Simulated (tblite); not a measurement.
# Geometry relaxation, with input and output: C$_{5}$H$_{13}$NSi$_{3}$

C$_{5}$H$_{13}$NSi$_{3}$, computed with GFN2-xTB geometry optimisation, gas phase (tblite 0.8.0).

It belongs to a series of runs on one base structure; here: constitutional isomer.

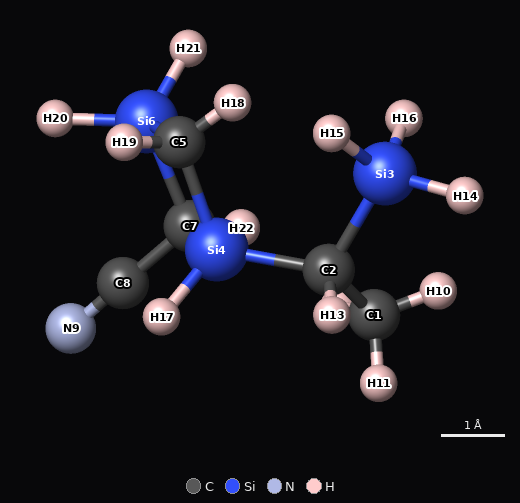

**Figure 1.** The input geometry (ball-and-stick view, seen at a tilt; atoms are numbered from 1 in the order of the input). Bond lengths as drawn: C–C 1.48 to 1.53 Å, C–H 1.09 to 1.14 Å, C–N 1.17 Å, C–Si 1.85 to 1.87 Å and H–Si 1.44 to 1.48 Å.

Summary

```csv
quantity,value
outcome,converged
total energy,−690.2882 eV
hardware,"1 CPU thread, shared host"
wall time,1.7 s
peak memory,0.18 GiB
```

Input
```
{"job": {"kind": "relax", "xc": "GFN2-xTB", "basis": "xTB"}, "charge": 0, "multiplicity": 1}
C      2.055300    -1.237000     0.269800
C      1.451000     0.131700     0.566800
Si     1.961900     1.416000    -0.679100
Si    -0.382000     0.087800     0.813200
C     -1.334000     1.433800    -0.059200
Si    -2.338100     0.194800    -1.010900
C     -1.322900    -1.144800    -0.216000
C     -2.154700    -2.007800     0.648600
N     -2.808200    -2.715700     1.317300
H      2.873900    -1.104400    -0.446200
H      2.497700    -1.664300     1.197500
H      1.262300    -1.931000    -0.121400
H      1.923800     0.451800     1.553100
H      3.397800     1.704000    -0.561600
H      1.237100     2.657100    -0.324300
H      1.710600     0.982100    -2.041300
H     -0.753200    -0.052400     2.241200
H     -0.661900     1.998200    -0.718700
H     -1.983100     2.008000     0.612100
H     -3.719300     0.208600    -0.536400
H     -2.195400     0.388800    -2.432600
H     -0.729000    -1.786200    -0.874300
```

The first line tells a small driver script what to run in tblite; the rest is the geometry in Å.

Launch command:
```bash
OMP_NUM_THREADS=1 python <driver script> task.json out
```

Log
```
step      E/eV     max force
  0    -689.39845    3.454
  1    -689.63235    6.785
  2    -689.63966    5.779
  3    -689.85765    0.915
  4    -689.90045    0.563
  5    -689.98394    1.065
  6    -690.00433    0.449
  7    -690.01355    0.238
  8    -690.02521    0.490
  9    -690.03845    0.633
 10    -690.05069    0.475
 11    -690.06054    0.189
 12    -690.06834    0.309
 13    -690.07518    0.431
 14    -690.08149    0.316
 15    -690.08660    0.154
 16    -690.09071    0.199
 17    -690.09450    0.316
 18    -690.09806    0.278
 19    -690.10121    0.135
 20    -690.10423    0.124
 21    -690.10772    0.275
 22    -690.11222    0.343
 23    -690.11747    0.275
 24    -690.12237    0.150
 25    -690.12628    0.144
 26    -690.12981    0.215
 27    -690.13347    0.196
 28    -690.13720    0.156
 29    -690.14101    0.174
 30    -690.14497    0.210
 31    -690.14917    0.171
 32    -690.15349    0.134
 33    -690.15771    0.138
 34    -690.16201    0.198
 35    -690.16694    0.209
 36    -690.17278    0.196
 37    -690.17933    0.176
 38    -690.18573    0.221
 39    -690.18562    0.401
 40    -690.19059    0.272
 41    -690.19666    0.166
 42    -690.19960    0.164
 43    -690.21013    0.328
 44    -690.21343    0.249
 45    -690.21637    0.102
 46    -690.21902    0.186
 47    -690.22054    0.245
 48    -690.22316    0.222
 49    -690.22532    0.121
 50    -690.22722    0.120
 51    -690.22873    0.140
 52    -690.23029    0.164
 53    -690.23182    0.105
 54    -690.23299    0.072
 55    -690.23372    0.096
 56    -690.23435    0.084
 57    -690.23487    0.035
 58    -690.23518    0.044
 59    -690.23547    0.060
 60    -690.23577    0.065
 61    -690.23613    0.049
 62    -690.23656    0.049
 63    -690.23704    0.063
 64    -690.23752    0.075
 65    -690.23796    0.054
 66    -690.23833    0.043
 67    -690.23864    0.048
 68    -690.23888    0.045
 69    -690.23908    0.041
 70    -690.23930    0.037
 71    -690.23953    0.039
 72    -690.23974    0.040
 73    -690.23989    0.028
 74    -690.24001    0.025
 75    -690.24018    0.038
 76    -690.24044    0.055
 77    -690.24077    0.063
 78    -690.24106    0.045
 79    -690.24125    0.029
 80    -690.24139    0.031
 81    -690.24157    0.036
 82    -690.24180    0.038
 83    -690.24208    0.043
 84    -690.24235    0.043
 85    -690.24263    0.046
 86    -690.24294    0.047
 87    -690.24333    0.054
 88    -690.24381    0.050
 89    -690.24439    0.051
 90    -690.24510    0.058
 91    -690.24604    0.079
 92    -690.24731    0.104
 93    -690.24879    0.095
 94    -690.25007    0.069
 95    -690.25095    0.072
 96    -690.25164    0.067
 97    -690.25244    0.085
 98    -690.25343    0.122
 99    -690.25440    0.191
100    -690.25597    0.098
101    -690.25824    0.222
102    -690.25984    0.102
103    -690.26086    0.086
104    -690.26168    0.127
105    -690.26257    0.098
106    -690.26412    0.136
107    -690.26584    0.144
108    -690.26769    0.093
109    -690.26931    0.077
110    -690.26992    0.068
111    -690.27064    0.060
112    -690.27121    0.061
113    -690.27200    0.070
114    -690.27281    0.078
115    -690.27387    0.076
116    -690.27484    0.053
117    -690.27550    0.048
118    -690.27586    0.042
119    -690.27611    0.039
120    -690.27631    0.036
121    -690.27645    0.031
122    -690.27658    0.029
123    -690.27675    0.030
124    -690.27695    0.029
125    -690.27712    0.022
126    -690.27723    0.019
127    -690.27732    0.021
128    -690.27742    0.021
129    -690.27753    0.020
130    -690.27765    0.020
131    -690.27777    0.023
132    -690.27795    0.027
133    -690.27820    0.037
134    -690.27850    0.049
135    -690.27880    0.050
136    -690.27905    0.042
137    -690.27928    0.029
138    -690.27950    0.029
139    -690.27970    0.031
140    -690.27988    0.030
141    -690.28007    0.028
142    -690.28030    0.032
143    -690.28061    0.036
144    -690.28095    0.044
145    -690.28126    0.043
146    -690.28155    0.040
147    -690.28184    0.042
148    -690.28216    0.036
149    -690.28251    0.040
150    -690.28285    0.039
151    -690.28315    0.044
152    -690.28351    0.036
153    -690.28388    0.032
154    -690.28426    0.034
155    -690.28455    0.037
156    -690.28492    0.037
157    -690.28528    0.047
158    -690.28565    0.044
159    -690.28593    0.051
160    -690.28623    0.033
161    -690.28649    0.029
162    -690.28672    0.047
163    -690.28704    0.044
164    -690.28732    0.047
165    -690.28753    0.047
166    -690.28767    0.032
167    -690.28777    0.020
168    -690.28786    0.022
169    -690.28791    0.027
170    -690.28796    0.016
171    -690.28800    0.011
172    -690.28805    0.015
173    -690.28809    0.013
174    -690.28813    0.013
175    -690.28816    0.011
176    -690.28820    0.010
177    -690.28822    0.011
178    -690.28823    0.008
```

Trajectory as extended XYZ (Å, eV, eV/Å), 5 of the 179 frames kept, from step=0 to step=178
```
22
Properties=species:S:1:pos:R:3:forces:R:3 step=0 energy=-689.39845
C     2.0553   -1.2370    0.2698   -0.0160  -0.6580   0.1490
C     1.4510    0.1317    0.5668    1.2640  -0.0790   1.5800
Si    1.9619    1.4160   -0.6791    0.4940   1.0930  -0.2190
Si   -0.3820    0.0878    0.8132    0.1520   0.2480   1.9930
C    -1.3340    1.4338   -0.0592   -0.0370   1.1090   0.1420
Si   -2.3381    0.1948   -1.0109   -1.5300   0.4290  -0.8640
C    -1.3229   -1.1448   -0.2160   -1.0420  -3.1670   0.9010
C    -2.1547   -2.0078    0.6486   -0.5690  -1.1800   0.4470
N    -2.8082   -2.7157    1.3173    1.7770   2.0510  -1.7880
H     2.8739   -1.1044   -0.4462   -0.2480  -0.4880   0.0360
H     2.4977   -1.6643    1.1975   -0.4520   0.0340  -0.7140
H     1.2623   -1.9310   -0.1214    1.1410   0.4560   0.2620
H     1.9238    0.4518    1.5531   -0.6600  -0.0810  -1.0070
H     3.3978    1.7040   -0.5616   -0.0370  -0.0840  -0.0050
H     1.2371    2.6571   -0.3243    0.3310  -0.1090  -0.1700
H     1.7106    0.9821   -2.0413   -0.1500  -0.0720  -0.2230
H    -0.7532   -0.0524    2.2412    0.0590   0.0100  -0.1180
H    -0.6619    1.9982   -0.7187   -0.7890   0.4080   0.5620
H    -1.9831    2.0080    0.6121    0.6530   0.4330  -0.4650
H    -3.7193    0.2086   -0.5364   -0.0710  -0.1360  -0.1300
H    -2.1954    0.3888   -2.4326   -0.0130  -0.1760  -0.4560
H    -0.7290   -1.7862   -0.8743   -0.2570  -0.0400   0.0870
22
Properties=species:S:1:pos:R:3:forces:R:3 step=44 energy=-690.21343
C     2.0538   -1.1999    0.3551    0.0020   0.0720  -0.0210
C     1.4834    0.2085    0.5512    0.0040  -0.0100   0.0170
Si    2.1057    1.3953   -0.8137   -0.0430  -0.0250   0.0510
Si   -0.3977    0.1413    0.8839   -0.0140   0.1030  -0.0460
C    -1.4977    1.4858    0.0605   -0.0780  -0.0610  -0.0450
Si   -2.4531    0.2021   -0.9981    0.0140   0.0440   0.0480
C    -1.3518   -1.1712   -0.1872    0.0110   0.0300  -0.0050
C    -2.0648   -2.1170    0.5795   -0.0780  -0.1420   0.1890
N    -2.6402   -2.8637    1.2378    0.0780   0.1480  -0.1490
H     3.1313   -1.1602    0.2097    0.0510  -0.0250   0.0530
H     1.8470   -1.8227    1.2226   -0.0060  -0.0570  -0.0010
H     1.6276   -1.6809   -0.5200   -0.0450  -0.0340  -0.0510
H     1.9242    0.5888    1.4772   -0.0040   0.0680   0.0420
H     3.5642    1.2591   -0.8763    0.0120  -0.0120  -0.0370
H     1.7939    2.7768   -0.4455   -0.0560   0.0130   0.0200
H     1.5315    1.0953   -2.1269   -0.0360  -0.0590   0.0220
H    -0.7039   -0.0223    2.3131    0.0590  -0.0310  -0.0020
H    -0.9713    2.2566   -0.4959    0.0080  -0.0540  -0.0160
H    -2.1475    2.0034    0.7618    0.0600   0.0000   0.0250
H    -3.8706    0.0731   -0.6574    0.0580   0.0010  -0.0450
H    -2.2489    0.2925   -2.4458    0.0020  -0.0120   0.0250
H    -0.7255   -1.7215   -0.8880    0.0030   0.0430  -0.0750
22
Properties=species:S:1:pos:R:3:forces:R:3 step=89 energy=-690.24439
C     2.0775   -1.1930    0.4345   -0.0230   0.0100   0.0270
C     1.4887    0.2126    0.5921   -0.0120  -0.0150   0.0320
Si    1.9957    1.3247   -0.8708   -0.0110  -0.0240   0.0210
Si   -0.3890    0.1434    0.9263    0.0020  -0.0060  -0.0280
C    -1.4690    1.5120    0.1180   -0.0230  -0.0120  -0.0210
Si   -2.4186    0.2636   -0.9787    0.0040  -0.0120  -0.0170
C    -1.3124   -1.1290   -0.2158    0.0200  -0.0080   0.0270
C    -2.0132   -2.1298    0.4889   -0.0120   0.0080  -0.0190
N    -2.5991   -2.9187    1.0824   -0.0080  -0.0110   0.0200
H     3.1656   -1.1510    0.4368   -0.0050  -0.0290  -0.0220
H     1.7620   -1.8471    1.2458    0.0150   0.0000   0.0370
H     1.7611   -1.6524   -0.5001    0.0080   0.0300   0.0000
H     1.9359    0.6507    1.4896   -0.0050   0.0100   0.0000
H     3.4429    1.2128   -1.0644    0.0200   0.0180  -0.0140
H     1.6428    2.7118   -0.5646    0.0210   0.0230  -0.0030
H     1.3069    0.8943   -2.0888   -0.0150  -0.0180  -0.0400
H    -0.6807   -0.0795    2.3519    0.0180  -0.0070  -0.0470
H    -0.9144    2.2563   -0.4469   -0.0080   0.0040   0.0400
H    -2.0990    2.0542    0.8175    0.0170  -0.0040   0.0000
H    -3.8422    0.1302   -0.6851    0.0020  -0.0060   0.0010
H    -2.1790    0.3701   -2.4197   -0.0160   0.0330  -0.0010
H    -0.6729   -1.6170   -0.9516    0.0110   0.0150   0.0060
22
Properties=species:S:1:pos:R:3:forces:R:3 step=134 energy=-690.27850
C     2.1684   -1.1007    0.7293    0.0040  -0.0040   0.0170
C     1.4775    0.2582    0.5888    0.0230   0.0020  -0.0340
Si    1.8716    1.0633   -1.0963   -0.0180   0.0010  -0.0120
Si   -0.3857    0.0816    0.9416    0.0110   0.0130   0.0150
C    -1.5165    1.5193    0.3575   -0.0020  -0.0100  -0.0100
Si   -2.3857    0.4376   -0.9615    0.0030  -0.0090  -0.0110
C    -1.2652   -1.0340   -0.3818   -0.0070   0.0210  -0.0030
C    -1.9628   -2.1298    0.1675   -0.0220  -0.0280   0.0330
N    -2.5398   -2.9975    0.6506    0.0140   0.0320  -0.0310
H     3.2449   -1.0118    0.5881   -0.0120   0.0190   0.0000
H     1.9949   -1.5268    1.7167   -0.0110  -0.0060  -0.0040
H     1.7944   -1.8086   -0.0084   -0.0070   0.0200   0.0120
H     1.8855    0.9206    1.3590   -0.0070  -0.0250   0.0000
H     3.2973    0.8939   -1.3887    0.0100   0.0180   0.0130
H     1.5455    2.4905   -1.0347    0.0060  -0.0060  -0.0060
H     1.0971    0.4352   -2.1713    0.0030  -0.0110  -0.0040
H    -0.6251   -0.3650    2.3213   -0.0060  -0.0010  -0.0100
H    -0.9931    2.3821   -0.0438    0.0040   0.0000   0.0070
H    -2.1857    1.8933    1.1272    0.0090  -0.0100   0.0050
H    -3.8128    0.2114   -0.7512    0.0000  -0.0020   0.0140
H    -2.1175    0.8103   -2.3528    0.0110  -0.0080   0.0190
H    -0.5973   -1.4039   -1.1595   -0.0070  -0.0070  -0.0110
22
Properties=species:S:1:pos:R:3:forces:R:3 step=178 energy=-690.28823
C     2.2365   -1.0462    0.8112   -0.0030   0.0060  -0.0040
C     1.4760    0.2550    0.5476    0.0050   0.0060  -0.0010
Si    1.8514    0.9210   -1.2005   -0.0020  -0.0050   0.0010
Si   -0.3745    0.0241    0.9274    0.0040  -0.0010  -0.0020
C    -1.5121    1.5057    0.4881   -0.0010   0.0000   0.0040
Si   -2.3870    0.5474   -0.9186    0.0000   0.0030   0.0050
C    -1.3040   -0.9874   -0.4436    0.0030  -0.0050  -0.0010
C    -2.0404   -2.0812    0.0583   -0.0030   0.0020   0.0010
N    -2.6531   -2.9483    0.4954    0.0000   0.0000   0.0010
H     3.3065   -0.9118    0.6587   -0.0010  -0.0010   0.0020
H     2.0817   -1.3893    1.8333    0.0040  -0.0010  -0.0010
H     1.8994   -1.8350    0.1416   -0.0030   0.0030  -0.0010
H     1.8440    1.0028    1.2571   -0.0010  -0.0020   0.0020
H     3.2989    1.1170   -1.3262   -0.0020   0.0010  -0.0020
H     1.1656    2.1986   -1.4081    0.0040  -0.0040   0.0000
H     1.4179   -0.0431   -2.2163    0.0020   0.0010   0.0000
H    -0.5717   -0.5197    2.2780   -0.0060  -0.0010   0.0040
H    -1.0000    2.4117    0.1776   -0.0030  -0.0050   0.0000
H    -2.1779    1.7891    1.2984   -0.0010   0.0010  -0.0060
H    -3.8210    0.3395   -0.7375   -0.0010   0.0000  -0.0030
H    -2.0808    1.0129   -2.2724    0.0020   0.0010   0.0040
H    -0.6660   -1.3432   -1.2520    0.0010   0.0010  -0.0020
```

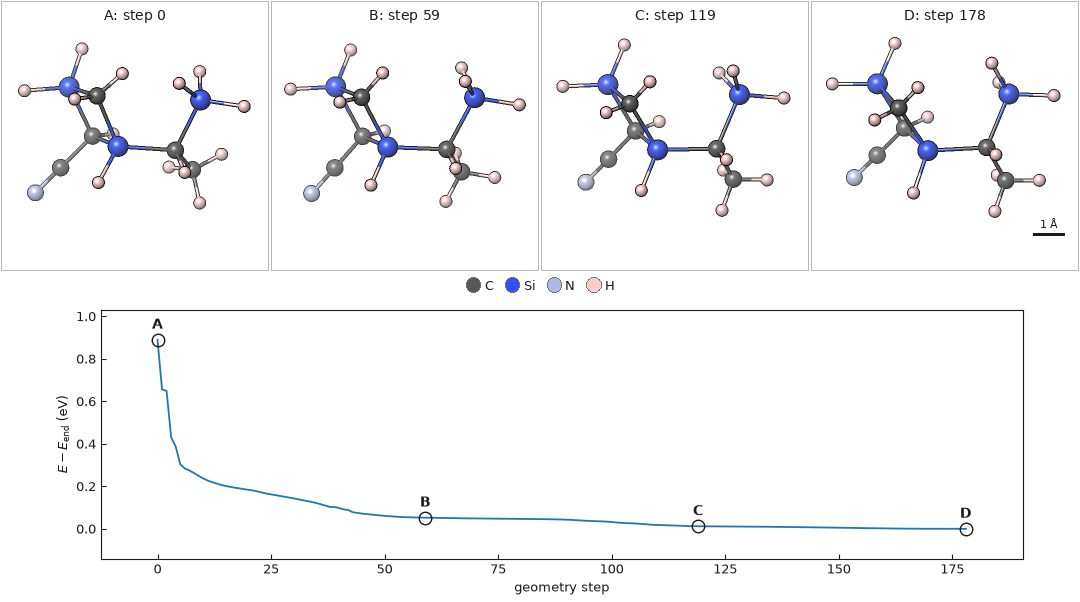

**Figure 2.** Frames of the relaxation (ball-and-stick view, seen at a tilt) above the curves, on which the letters mark them (steps are counted from 0).

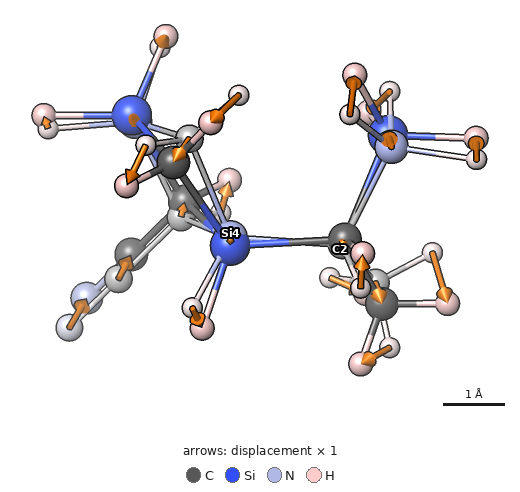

**Figure 3.** Start (faint) and end (solid) with the displacements as orange arrows, at true length (ball-and-stick view, seen at a tilt). The two geometries are laid on each other by the best rigid fit. H15 moves most after the best rigid fit: 1.18 Å. Largest moves by element: H 1.18 Å, N 0.85 Å, Si 0.74 Å, C 0.60 Å. Distances before and after: Si4–C7 1.861 → 1.941 Å, C7–C8 1.478 → 1.411 Å, Si4–C5 1.865 → 1.919 Å, C2–Si4 1.850 → 1.903 Å. Among the angles that change: H18–C5–H19 117.5° → 106.5°, C7–Si6–H21 117.7° → 111.2°, Si4–C5–H18 109.8° → 115.5°. The energy falls by 0.890 eV in 178 geometry steps. Largest force component: 3.2 eV/Å at the start, 0.006 eV/Å at the end. (Atoms are counted from 1 in the order of the input.)
